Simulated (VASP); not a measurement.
Data:

```
CdTe
1.0
    0.00000     3.27977     3.27977
    3.27977     0.00000     3.27977
    3.27977     3.27977     0.00000
Cd Te
1 1
Direct
  0.00000   0.00000   0.00000
  0.25000   0.25000   0.25000
```

Computed with revTPSS meta-GGA, VASP's PBE PAW potentials (set 64) (plane waves; VASP). Run with 520 eV cut-off, 8×8×8 Γ-centred mesh, tetrahedra with Blöchl corrections, potentials Cd Te.

Unless said otherwise, spin-orbit coupling is left out, though it shifts the bands of the heavy elements here.

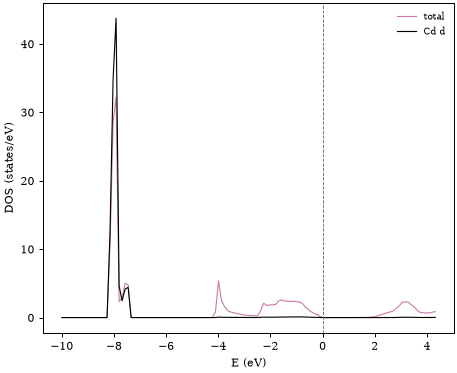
Total and projected density of states, zero at the valence-band maximum

Within 2 eV below the valence-band maximum the largest weight inside VASP's projection spheres is Te p.

The gap is direct, 0.89 eV, from the valence maximum at Γ to the conduction minimum at Γ.

The compound is CdTe in the zinc blende structure. It was relaxed first.
